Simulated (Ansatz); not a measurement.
A series of calculations on BH$_{3}$S$_{2}$F

**1. Relaxation**

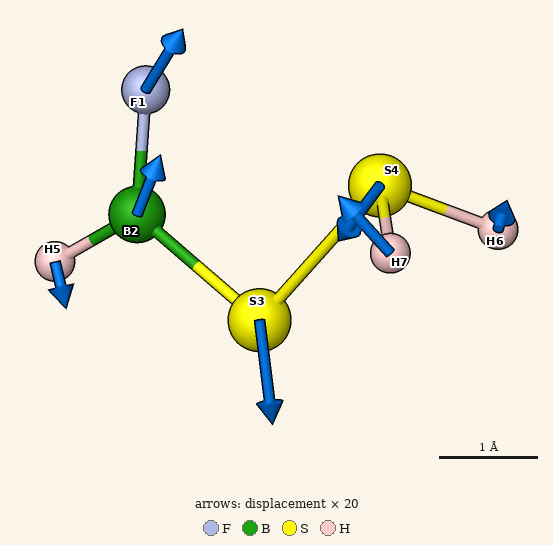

This is a relaxation of BH3S2F (charge +1). The starting structure is drawn; blue arrows show the displacements, magnified 20 times. The two geometries are superimposed by the best rigid fit.

A ball-and-stick model, seen at a tilt.

The run prepares an end point of a later path (torsion) calculation, from a guessed geometry.

These are results of RKS PBE0/def2-SVP in Ansatz, not measurements. Settings: no spin polarisation; force threshold 0.015 eV/Å; at most 40 steps.

**Describe the change and its energy.**

The atom that moves furthest after the best rigid fit is S3 (0.056 Å). By element the largest moves are S 0.056 Å, F 0.047 Å, H 0.041 Å, B 0.036 Å. Some distances before and after: B2–S3 1.809 → 1.846 Å, B2–H5 1.164 → 1.200 Å, S3–S4 2.118 → 2.111 Å, S4–H6 1.360 → 1.365 Å. Bond angles that change, for instance: S3–B2–H5 118.7° → 114.0°, B2–S3–S4 102.4° → 98.8°, F1–B2–H5 123.4° → 126.2°. After 6 geometry steps the energy has fallen by 0.065 eV. Largest force component: 1 eV/Å at the start, 0.0052 eV/Å at the end. Cost: 25 s on 1 thread of Intel(R) Xeon(R) Processor @ 2.70GHz, with other jobs on the host, peak memory 0.16 GiB.

**2. Relaxation**

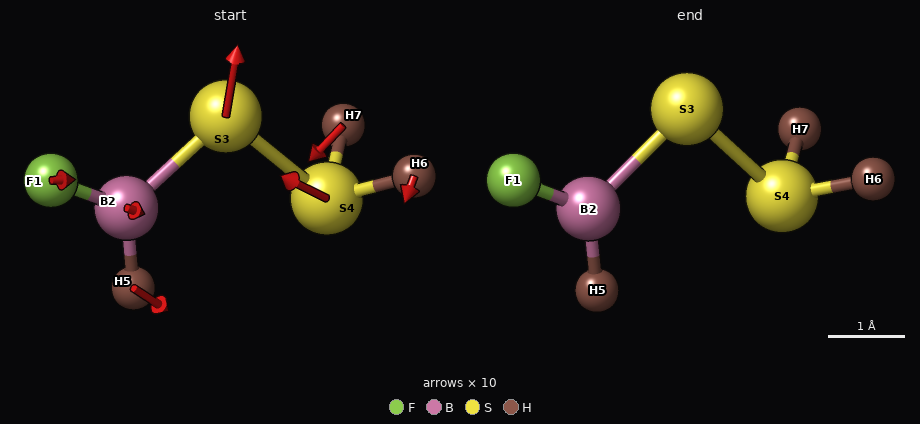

The structure of BH₃S₂F (charge +1) before (left) and after (right) a relaxation, at one scale. The red arrows give the displacements, magnified 10 times.

Style: ball-and-stick. Shown at a tilt.

The run prepares an end point of a later path (torsion) calculation, from a guessed geometry.

Computed with RKS PBE0/def2-SVP in Ansatz 0.2.0. Settings: no spin polarisation; force threshold 0.015 eV/Å; at most 40 steps.

> Summarise the run.

Over 6 geometry steps the energy falls by 0.106 eV. Largest force component: 1.2 eV/Å at the start, 0.0082 eV/Å at the end. The largest move after the best rigid fit is that of S3, 0.11 Å. By element the largest moves are S 0.11 Å, H 0.08 Å, F 0.04 Å, B 0.03 Å. Among the contacts that change: B2–S3 1.809 → 1.864 Å, B2–H5 1.164 → 1.200 Å, S3–S4 2.118 → 2.095 Å, S4–H6 1.360 → 1.365 Å. Bond angles that change, for instance: B2–S3–S4 102.4° → 96.2°, F1–B2–S3 117.9° → 113.9°, S3–S4–H6 98.0° → 100.2°. Cost: 23 s on 1 thread of Intel(R) Xeon(R) Processor @ 2.70GHz, on a shared host, peak memory 0.16 GiB.

**3. Path**

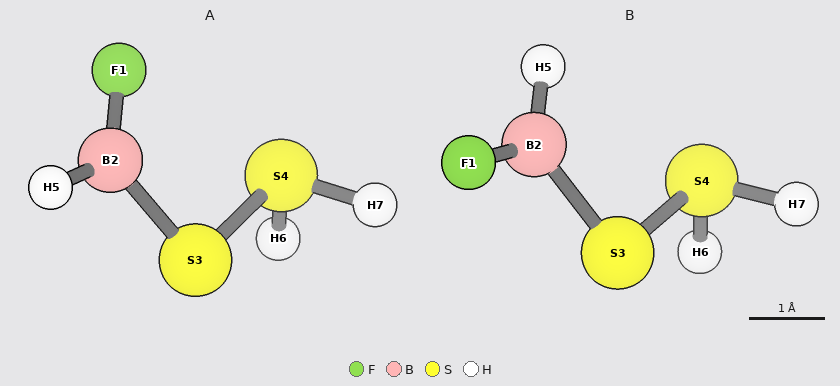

The two relaxed end points of a path for BH$_{3}$S$_{2}$F (charge +1). The picture is a ball-and-stick view, seen from a free direction.

Computed with RKS PBE0/def2-SVP in Ansatz 0.2.0.

Input
```yaml
crystal:
  periodic: [false, false, false]
  atoms:
    - { symbol: F, position_ang: [0.878139, -1.360098, 1.091817] }
    - { symbol: B, position_ang: [0.569427, -1.476126, -0.164463] }
    - { symbol: S, position_ang: [-0.260098, -0.077333, -1.038937] }
    - { symbol: S, position_ang: [-0.373484, 1.286207, 0.567981] }
    - { symbol: H, position_ang: [0.770385, -2.434417, -0.857794] }
    - { symbol: H, position_ang: [-1.682227, 1.656649, 0.456479] }
    - { symbol: H, position_ang: [0.097857, 2.405109, -0.055083] }
total_charge: 1
basis:
  gaussian: { orbitals: def2-SVP }
hamiltonian:
  xc: pbe0
neb:
  order_check: false
  images: 5
  f_tol: 0.03
  max_iterations: 60
  initial_path: idpp
  final_atoms:
    - { symbol: F, position_ang: [0.81273143, -2.50077146, -0.81073782] }
    - { symbol: B, position_ang: [0.57278759, -1.44398964, -0.10712924] }
    - { symbol: S, position_ang: [-0.27029799, -0.07880573, -1.0565037] }
    - { symbol: S, position_ang: [-0.37802188, 1.27300774, 0.53983809] }
    - { symbol: H, position_ang: [0.84789905, -1.30675329, 1.05327612] }
    - { symbol: H, position_ang: [-1.68485956, 1.65652219, 0.44471128] }
    - { symbol: H, position_ang: [0.09976037, 2.40078118, -0.06345472] }
```

Launched with:
```bash
ansatz run input.yaml --threads 1 --pin off --max-ram 2048MiB --backend cpu --events-out ev --progress --plain --runs-dir out
```

What barrier does the band find between them, and by what path?

Forward barrier 13.4 kcal/mol, backward barrier 11.8 kcal/mol, with image 3 at the top; the reaction energy is +1.6 kcal/mol. The motion is a rotation about the B2–S3 bond by about 180°. No bond forms or breaks between the ends. Among the angles between lasting bonds that change up to the highest image: S3–B2–H5 114.0° → 120.1°, B2–S3–S4 98.8° → 94.0°. The band converged in 9 iterations. The largest component of the band force went from 1.2 to 0.015 eV/Å. The climbing image converged on the top of the path. Its vibrational analysis gives one imaginary mode (181i cm⁻¹), as a transition state must have.

Energies of the converged images:

```tsv
image	path (Å)	E (kcal/mol)
0	0.00	0.0
1	0.71	2.2
2	1.42	9.4
3	2.13	13.4
4	2.80	10.1
5	3.47	4.2
6	4.15	1.6
```

The geometry at the top of the path:

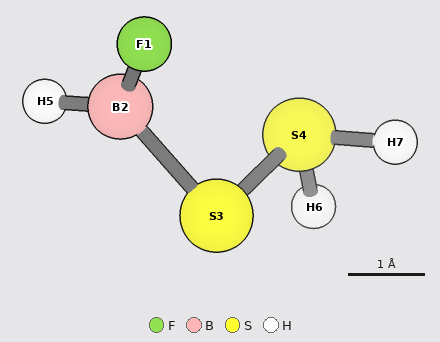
